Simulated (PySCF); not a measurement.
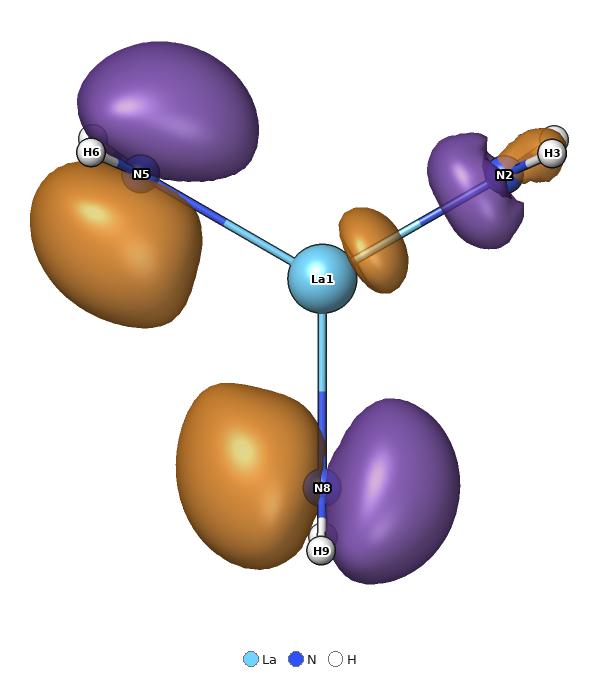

Figure. H6LaN3 (La(NH2)3). The HOMO−1 at ±0.1 Å⁻³ᐟ² (orange and purple are the two phases), seen across its widest extent.

Core potentials replace the inner electrons of La.

Method: PySCF 2.14.0, RKS PBE0, La def2-SVP with ECP46, N def2-SVP, H def2-SVP; non-relativistic Hamiltonian with scalar-relativistic core potentials where named; density fitting.

The calculation's input:

```
mol = gto.M(atom='''
La    -0.00000    -0.00000     0.00000
N      2.34517    -0.00001    -0.00000
H      2.97448    -0.00001     0.80502
H      2.97448    -0.00001    -0.80502
N     -1.17258     2.03098     0.00000
H     -1.48723     2.57598     0.80502
H     -1.48723     2.57598    -0.80502
N     -1.17259    -2.03097    -0.00000
H     -1.48724    -2.57597     0.80502
H     -1.48724    -2.57597    -0.80502''',
    basis={'La': 'def2-SVP', 'N': 'def2-SVP', 'H': 'def2-SVP'},
    ecp={'La': 'def2-SVP'},
    charge=0, spin=0)
mf = dft.RKS(mol, xc='PBE0')
mf.grids.atom_grid = (75, 302)  # f atoms: at least (60, 302), unpruned
mf = mf.density_fit()  # La def2-universal-JKFIT, N def2-universal-JKFIT, H def2-universal-JKFIT
mf.conv_tol = 1e-09; mf.max_cycle = 55
mf.kernel(dm0)
```

Command:

```sh
OMP_NUM_THREADS=2 python run.py
```

### What is the character of this orbital?

It lies mainly on N8 (about 35 %), N5 (about 35 %) and La1 (about 15 %); largely a combination of lone pairs on N8 and N5. It is one of a degenerate set, so its orientation is arbitrary. Its energy is −5.67 eV.
